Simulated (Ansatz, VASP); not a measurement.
# Si2W: VASP beside Ansatz

One calculation is typed for both programs; each brings its own data sets and cutoff. How far apart do they land?

Method: plane waves, with VASP 6.6.1 beside it; relaxation of cell and atoms at r2SCAN with rVV10, in Ansatz 0.2.0.

### Step 1. The structure

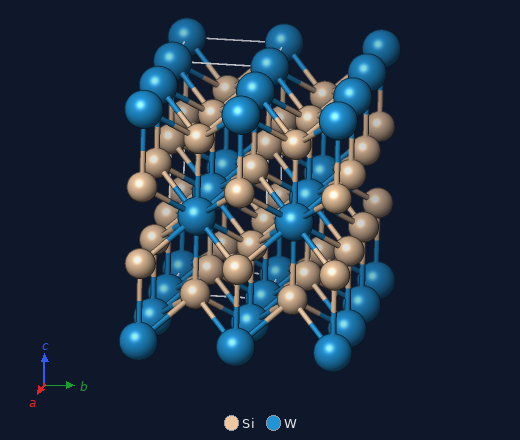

The starting structure, seen slightly off an axis (silicon light orange, tungsten blue). 3×2×1 cells are drawn. This picture shows the conventional cell, with its axes. Some periodic images of atoms are drawn too.

### Step 2. Ansatz: relaxation of cell and atoms, r2SCAN with rVV10

Ansatz runs on its default PAW (the set named soft_2) files.

The relaxed volume is the usual yardstick between codes: its relative difference is about their pressure difference at one cell divided by the bulk modulus.

Input file input.yaml:

```yaml
crystal:
  lattice:
    - [-1.6069, 1.6069, 3.91495]
    - [1.6069, -1.6069, 3.91495]
    - [1.6069, 1.6069, -3.91495]
  atoms:
    - { symbol: Si, position: [0.3347, 0.3347, 0.0] }
    - { symbol: Si, position: [0.6653, 0.6653, 0.0] }
    - { symbol: W, position: [0.0, 0.0, 0.0] }
hamiltonian:
  xc: r2scan
  pseudopotentials: { kind: paw }
  dispersion: rvv10
kpoints:
  mp_grid: { grid: [10, 10, 10] }
scf:
  occupations: { method: fermi_dirac, width: 0.05 }
relax:
  f_tol: 0.01
  max_steps: 60
  cell: { stress_tol: 0.05 }
output:
  forces: true
  stress: true
```

Run with:

```console
$ ansatz run input.yaml --threads 4 --pin off --max-ram 9216MiB --backend cpu --events-out ev --progress --plain --runs-dir out
```

Numbers of over 12 decimals in the logs are rounded to 6 here.

The program printed:

```text
Engine: ansatz 0.2.0, aarch64-unknown-linux-gnu
Pseudopotentials: kind: paw
Pseudopotential: Si, paw, valence charge 4, recommended cutoff 500 eV (meta_gga), Si.paw.azcp
Pseudopotential: W, paw, valence charge 14, recommended cutoff 500 eV (meta_gga), W.paw.azcp
Functional definition: r2SCAN+rVV10
  parameter k0 = 0.174
  parameter k1 = 0.065
  parameter a1 = 4.9479
  exchange = r2scan_x(k0 = k0, k1 = k1, a1 = a1)
  correlation = r2scan_c + rvv10(11.95, 0.0093)
Crystal: 3 atoms, lattice volume = 40.436 Å³
Basis set: ecut = 500 eV, 1039 PW (Γ), exchange–correlation on 160×160×160 points (64 copies of the dense FFT grid, shifted against one another)
Bands: 15, of which v1, the nominal top of the filled ones, is band 11 counted from 1 (10 counted from 0)
Symmetry: 16 space group operations
Space group: I4/mmm (ITA 139), of the structure as read, at distance tolerance 3.4e-5 Å
k-points: 102 of 1000
Non-local potential: Si, projectors of the file, l = 0: 2, l = 1: 2, l = 2: 2
Non-local potential: W, projectors of the file, l = 0: 3, l = 1: 2, l = 2: 2, l = 3: 1
PAW form: soft (Blöchl's): semilocal exchange-correlation on the pseudo side does not see the compensation charge
rVV10 density: all electrons in the spheres
PAW frozen core: Si, regenerated for the run's functional (the file was generated under x = pbe(κ = 0.804, μ = 0.219515), c = pbe(β = 0.066725))
PAW frozen core: W, regenerated for the run's functional (the file was generated under x = pbe(κ = 0.804, μ = 0.219515), c = pbe(β = 0.066725))
PAW one-centre angular grid: Si, 302 points (default); XC on 160 Gauss nodes
PAW one-centre angular grid: W, 590 points (default); XC on 160 Gauss nodes
Initial density: superposition of atomic densities (neutral atoms: chi_scale 0, normalization atom), corrected by the library's trained network
Initial wavefunctions: pseudopotential atomic-orbital guess
Functional: x = r2scan, c = r2scan + rvv10(b = 11.95, C = 0.0093); τ floored in thin density (d = 2e-4 eV/Å³)
SCF iter   1: F=—  HF=-11672.671711 eV  |F-HF|=—  |Δ(HF+E_count)|=         —  Δρ=9.27e-3  dr2=5.20e-2  dr2_τ=8.24e-2  ethr=1.77e-3  ⟨swp⟩=5.9  Hψ=9134  notcnv=0
preconditioner: auto → none  [insulator: Δε(μ)=0.146 eV  Ē_g=8.619 eV  σ=0.050 eV  W_gap=0.60  n_scr=10 (ndim 8)  ℏωp=21.8 eV  f_vac=0.000  D(μ)=0.24/eV (n_scr^D=0)  ε∞_Penn≈7.4]
SCF iter   2: F=—  HF=-11672.732350 eV  |F-HF|=—  |Δ(HF+E_count)|=   6.06e-2  Δρ=7.10e-3  dr2=3.99e-2  dr2_τ=4.86e-3  ethr=2.37e-4  ⟨swp⟩=2.5  Hψ=3539  notcnv=0
SCF iter   3: F=—  HF=-11672.724087 eV  |F-HF|=—  |Δ(HF+E_count)|=   8.26e-3  Δρ=2.98e-3  dr2=1.91e-3  dr2_τ=1.36e-4  ethr=1.81e-4  ⟨swp⟩=2.2  Hψ=2464  notcnv=0
SCF iter   4: F=—  HF=-11672.724852 eV  |F-HF|=—  |Δ(HF+E_count)|=   7.65e-4  Δρ=4.32e-4  dr2=8.35e-5  dr2_τ=2.25e-5  ethr=8.69e-6  ⟨swp⟩=2.7  Hψ=2781  notcnv=0
SCF iter   5: F=—  HF=-11672.724838 eV  |F-HF|=—  |Δ(HF+E_count)|=   1.45e-5  Δρ=1.16e-4  dr2=4.11e-6  dr2_τ=6.72e-7  ethr=3.80e-7  ⟨swp⟩=2.2  Hψ=2244  notcnv=0
SCF iter   6: F=—  HF=-11672.724838 eV  |F-HF|=—  |Δ(HF+E_count)|=   1.40e-8  Δρ=4.27e-5  dr2=5.57e-7  dr2_τ=4.61e-8  ethr=1.87e-8  ⟨swp⟩=2.5  Hψ=2567  notcnv=0
SCF iter   7: F=-11672.724838 eV  HF=-11672.724838 eV  |F-HF|=1.65e-8  |Δ(HF+E_count)|=   3.99e-7  Δρ=7.68e-6  dr2=1.35e-8  dr2_τ=9.76e-10  ethr=4.55e-10  ⟨swp⟩=5.0  Hψ=5737  notcnv=0
SCF 1 converged in 7 iterations: F = -11672.724838 eV  dr2 = 1.35e-8
  greatest PAW one-centre occupation: 0.999 electrons in one spin orbital (limit 2), on the W atom at site 2 (counted from 0), in its partial waves of l = 0
relax step   1: F+E_penalty+E_count = -11672.72483837 eV  Δ(F+E_penalty+E_count) = +0.000e0 eV  max|allowed force component| = 7.037e-2 eV/Å  Δτ_max = 0.0000 Å  P = -2.287 GPa  Ω = 40.436 Å³  (7 SCF iters, dr2 threshold 1.00e-7 eV, accepted)
[...]
relax step   2: F+E_penalty+E_count = -11672.72760172 eV  Δ(F+E_penalty+E_count) = -2.763e-3 eV  max|allowed force component| = 2.225e-2 eV/Å  Δτ_max = 0.0025 Å  P = +0.933 GPa  Ω = 39.915 Å³  energy of the carried Pulay correction = +1.262e-4 eV  (6 SCF iters, dr2 threshold 3.00e-7 eV, accepted)
[...]
relax step   3: F+E_penalty+E_count = -11672.72802497 eV  Δ(F+E_penalty+E_count) = -4.232e-4 eV  max|allowed force component| = 1.286e-3 eV/Å  Δτ_max = 0.0005 Å  P = -0.018 GPa  Ω = 40.067 Å³  energy of the carried Pulay correction = +8.911e-5 eV  (6 SCF iters, dr2 threshold 3.00e-7 eV, accepted)
[...]
relax step   4: F+E_penalty+E_count = -11672.72794078 eV  Δ(F+E_penalty+E_count) = +8.419e-5 eV  max|allowed force component| = 1.330e-3 eV/Å  Δτ_max = 0.0000 Å  P = -0.020 GPa  Ω = 40.067 Å³  stress off target by 2.63e-2 GPa  SCF on the basis re-selected at this cell (its energy is not comparable with the rows above)  (5 SCF iters)
basis re-selected at this cell: Δ(F+E_penalty+E_count) = +8.419e-5 eV, ΔP = -0.001 GPa vs the last step (what re-selecting the basis moved, of the pressure what is left beyond the Pulay correction that the steps carried, after the strain that the cell walked since its last selection, with what the two solves' SCF thresholds leave and, on support functions, any second-order correction that the steps lacked; it is no m [...]
SCF converged after 5 iterations
Free energy (F): -11672.727941 eV
Harris-Foulkes:  -11672.727941 eV  (|F-HF|=1.09e-11)
Internal energy: -11672.725884 eV  (E = F + TS)
E sigma→0 (E₀):  -11672.726912 eV
Entropy (-TS):   -0.002057 eV (-0.686 meV/atom)
Fermi energy:    16.861592 eV
--- Per-component energies (eV) ---
  E_band       = -93.055773
  E_kinetic    = 543.093661
  E_local      = -940.347186  (includes V_loc(G=0)·N_el)
  E_nonlocal   = 49.243919
  E_hartree    = 371.625579
  E_xc         = -353.316470
  E_vxc        = -367.340884  (∫ρ·V_xc dr)
  E_paw        = -9632.560782  (= ΣΔE_a)
  E_vpaw       = -139.010691  (= ΣTr[D̂ρ^β])
  E_aug_tail   = -0.000027  (compensation charges beyond the density's cutoff)
  E_vtau       = 18.054270  (kinetic-family band-sum trace: ∫τ·v_τ [+ j·A + Jᵃ·Aᵃ] dr)
  E_ewald      = -1709.723762
  E_core_change = -0.740815  (= ΣΔE_core)
  E_smearing   = -0.002057  (= −TS)
  E_closure    = 0.000000  (closes the sum)
  Σ components = -11672.727941   (vs F -11672.727941, Δ=0.00e0)
--- Forces (eV/Å), atoms counted from 1 ---
  atom   1  Si    -0.00000000    -0.00000000     0.00133019
  atom   2  Si    -0.00000000    -0.00000000    -0.00133019
  atom   3  W     -0.00000000     0.00000000     0.00000000
  max |Σ_I F_I| component: 1.11e-16 eV/Å
--- Stress (GPa, compression-positive) ---
       -0.026275       0.000000       0.000000
        0.000000      -0.026275       0.000000
       -0.000000      -0.000000      -0.006369
  P = ⅓ Tr σ = -0.0196 GPa (-0.196 kbar)
--- Relaxed structure (3 steps of the walk, 3 accepted, 1 SCFs on fresh bases) ---
  F+E_penalty+E_count = -11672.72794078 eV   max|allowed force component| = 1.330e-3 eV/Å   (the final SCF, on the basis selected at the relaxed cell)
  cell:  # Å, volume = 40.0674 Å³
    - [-1.603314, 1.603314, 3.896672]
    - [1.603314, -1.603314, 3.896672]
    - [1.603314, 1.603314, -3.896672]
  atoms:
    - { symbol: Si, position: [0.334945, 0.334945, 0] }
    - { symbol: Si, position: [0.665055, 0.665055, 0] }
    - { symbol: W, position: [0, 0, 0] }
```

It took 17 s on 4 threads of Arm Neoverse V2, shared host; peak memory 0.7 GiB.

(Continued in part 2 of 2.)

[Lines on the potential files, build, host, timing and source positions are cut from VASP's logs without a mark.]

[Logs are printed without paths, hosts, clocks, repeated set-up lines and the standing remarks that a program may print on its own settings, such as how far it seeks lower states.]

[Hosts, paths, dates, database ids (printed as entryN), source tags and the programs' standing remarks are cut or masked in the printed files.]
